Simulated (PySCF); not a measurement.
## Electronic structure of C7H17In (SMILES C[CH2][In]([CH2]C)[CH](C)C) in real space

| atom | x (Å) | y (Å) | z (Å) |
| --- | --- | --- | --- |
| In | 0.1633 | -0.0064 | -0.1475 |
| C | 2.3505 | 0.0578 | -0.3049 |
| C | 3.0219 | 0.4185 | 1.0187 |
| H | 2.6076 | 0.8019 | -1.0772 |
| H | 2.7123 | -0.9166 | -0.6703 |
| H | 4.1219 | 0.4618 | 0.9294 |
| H | 2.6977 | 1.4039 | 1.3930 |
| H | 2.8010 | -0.3145 | 1.8126 |
| C | -0.9304 | 1.8937 | -0.1941 |
| C | -0.0594 | 3.1266 | -0.3992 |
| H | -1.5023 | 1.9639 | 0.7476 |
| H | -1.6923 | 1.8100 | -0.9889 |
| H | -0.6488 | 4.0605 | -0.4201 |
| H | 0.6894 | 3.2403 | 0.4018 |
| H | 0.5017 | 3.0828 | -1.3470 |
| C | -0.9699 | -1.8855 | 0.0607 |
| C | -1.4778 | -2.3312 | -1.3079 |
| C | -2.1085 | -1.7474 | 1.0638 |
| H | -0.2548 | -2.6409 | 0.4295 |
| H | -0.6603 | -2.5088 | -2.0261 |
| H | -2.1577 | -1.5878 | -1.7595 |
| H | -2.0522 | -3.2749 | -1.2365 |
| H | -2.6839 | -2.6888 | 1.1553 |
| H | -1.7526 | -1.4893 | 2.0746 |
| H | -2.8265 | -0.9657 | 0.7629 |

Geometry: PBE0-D3(BJ)/def2-SVP; core potentials replace the inner electrons of In.

These are results of PySCF 2.14.0, CAM-B3LYP/def2-SVPD, SCF density, gas phase, scalar-relativistic core potentials on the heavy atoms, not measurements.

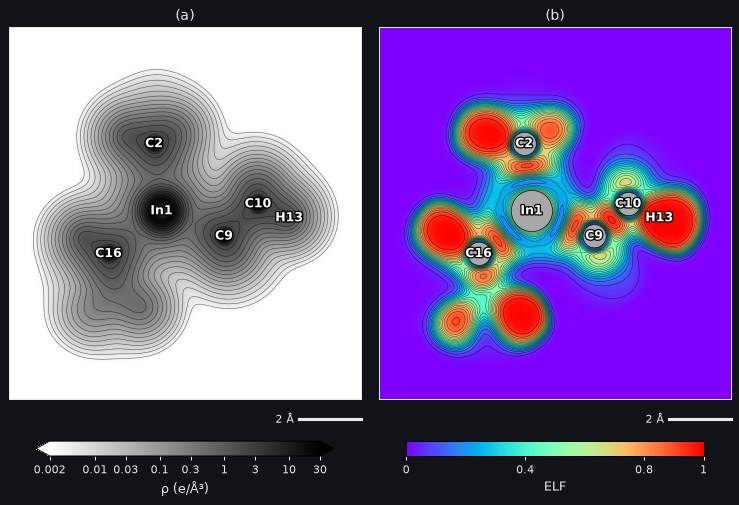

Figure 1. (a) electron density; (b) ELF on the plane of atoms C9, C10 and H13. Grey discs cover the atomic cores in the ELF map.

Question: What do the fields say about this system?

Answer: Atoms in the plane: In, C and H.
C–C (1.52 Å): ρ at the midpoint is about 1.6 e/Å³; the ELF peaks at about 0.95 between the atoms (a covalent bond).
C–In (2.19 Å): ρ at the midpoint is about 0.62 e/Å³; the ELF peaks at about 0.90 in the valence shell of C, 0.7 Å from its nucleus, and drops to about 0.15 between the two atoms.
C–H (1.10 Å): the density is about 1.9 e/Å³ at the midpoint; the ELF climbs to about 1 towards the hydrogen, as it does in any bond to H; a covalent bond by its length.

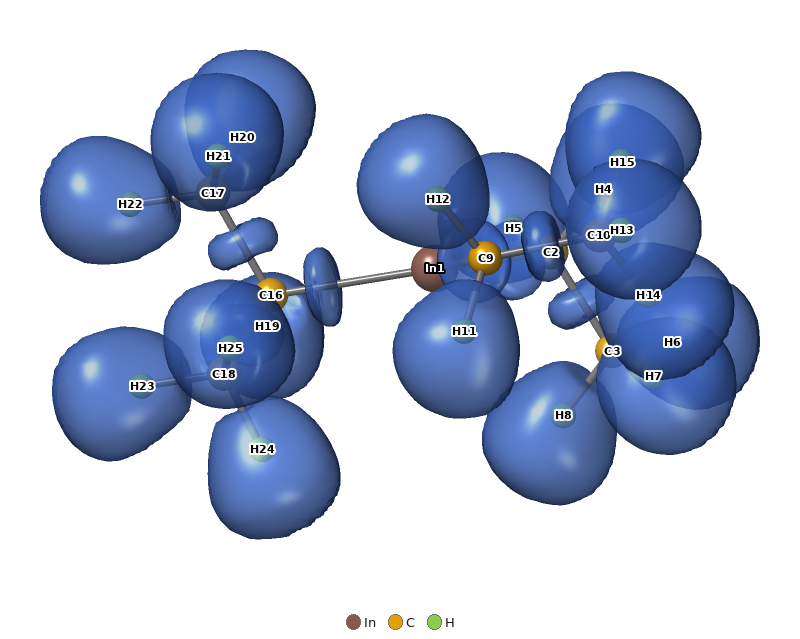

Figure 2. Isosurface of the electron localisation function at 0.8 (blue), seen from one side. Core shells and regions of very low density are left out.

Question: Describe the localisation domains.

Answer: The surface consists of four regions between bonded C–C atoms (shared pairs), 17 regions around hydrogen nuclei and three lobes of the valence shell of C pointing towards In (polar bonds).

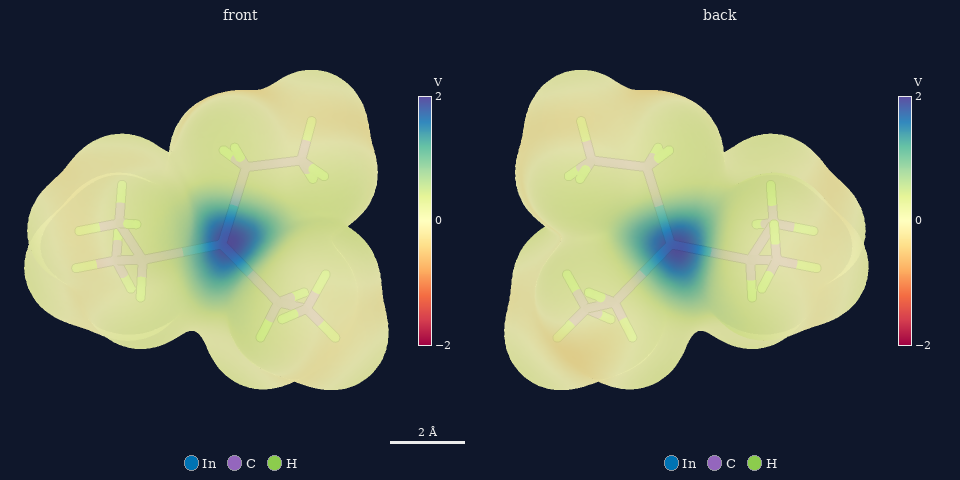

Figure 3. The molecular electrostatic potential painted on the density surface at 0.001 e/bohr³, seen from the front and from behind; red is negative and blue positive.

Question: Where is the surface potential most negative and most positive?

Answer: The most negative region (about −0.3 V) lies over C2 and C9, the most positive (about +1.9 V) over In1.

Question: What dipole moment does the calculation give?

Answer: Its dipole moment is 0.24 D.
